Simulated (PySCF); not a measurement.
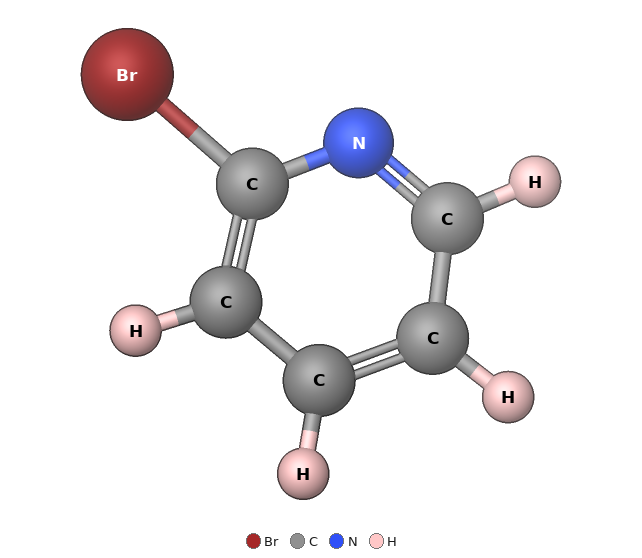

Orthographic view. Distant atoms are faded towards the background colour. The computed structure is the end point of a PBE0-D3(BJ)/def2-SVP optimisation. No frequency run is at hand to confirm it as a minimum.

Write the InChI string.

InChI=1S/C5H4BrN/c6-5-3-1-2-4-7-5/h1-4H
